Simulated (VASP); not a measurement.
Band structure of BeTe (zinc blende). Computed with modified Becke-Johnson potential (mBJ) with spin-orbit coupling, VASP's PBE PAW potentials (set 64) (plane waves; VASP).

mBJ is a potential without an energy functional, so only the levels count.

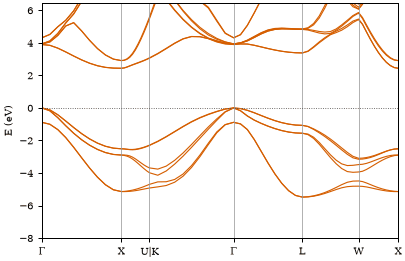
Bands along high-symmetry lines, zero at the valence-band maximum or, without a gap, the Fermi level

Read the plot: is there a gap, and where are the band edges?

The gap is indirect, 2.44 eV, from the valence maximum at Γ to the conduction minimum at X.

Measured: gap 2.80 eV (computed value off by -0.36 eV), as given by Das et al., (2018), arXiv:1807.05623.

The compound is BeTe in the zinc blende structure. It was relaxed first. The cell's shape comes from a PBE relaxation.
